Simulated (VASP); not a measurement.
Band structure of SiC (space group P6_3mc). Method: PBE GGA, VASP's PBE PAW potentials (set 64) (plane waves; VASP 6.6.1).

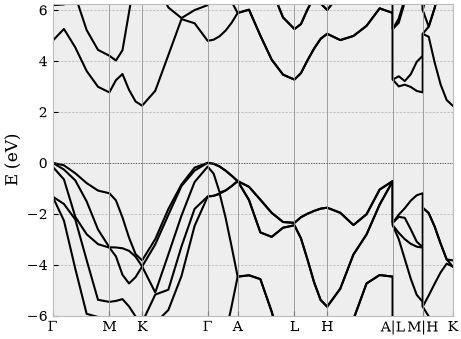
Figure. Bands along high-symmetry lines, zero at the valence-band maximum or, without a gap, the Fermi level

Task: Read the plot: is there a gap, and where are the band edges?

Result: The gap is indirect, 2.24 eV, from the valence maximum at Γ to the conduction minimum at K.

The structure comes from a measured SiC entry (P6_3mc) of the Crystallography Open Database, whose conditions weren't checked. The cell was not relaxed at this level.
